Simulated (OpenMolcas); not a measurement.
**How methods differ on AlGeH4F (SMILES [F][AlH][GeH3])**

AlGeH4F: 7 atoms, total charge 0, spin state singlet. SMILES: `[F][AlH][GeH3]`. The shape is that of a PBE0-D4/def2-TZVP optimisation.

Quantity: the dipole moment, in D. The values are calculated.

| level | kind | program | value (D) | CPU time |
| --- | --- | --- | --- | --- |
| BLYP/def2-SVPD | GGA | OpenMolcas | 1.28 | 62 s |
| PBE/def2-SVPD | GGA | OpenMolcas | 1.31 | 61 s |
| revPBE/def2-SVPD | GGA | OpenMolcas | 1.27 | 63 s |
| M06-L/def2-SVPD | meta-GGA | OpenMolcas | 1.36 | 73 s |
| r2SCAN/def2-SVPD | meta-GGA | OpenMolcas | 1.28 | 71 s |
| B3LYP/def2-SVPD | global hybrid | OpenMolcas | 1.35 | 61 s |
| M06-2X/def2-SVPD | hybrid meta-GGA | OpenMolcas | 1.38 | 69 s |
| PBE0/def2-SVPD | global hybrid | OpenMolcas | 1.38 | 60 s |

All-electron rows without a relativistic Hamiltonian named are non-relativistic. The values span 1.27 to 1.38 D. Magnitudes only. Times are those of the runs behind each value, whatever else they computed, on shared processors of several kinds: orders of magnitude only.

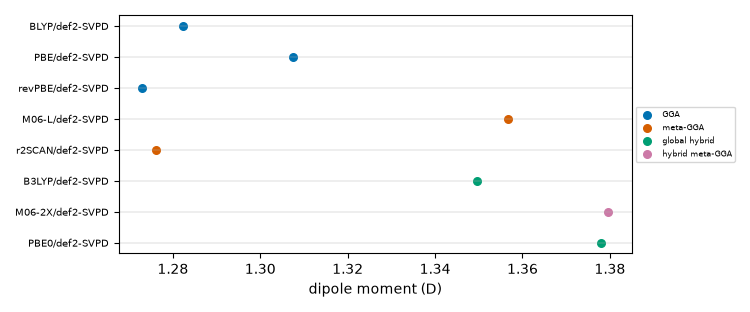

The values of the table, level by level.
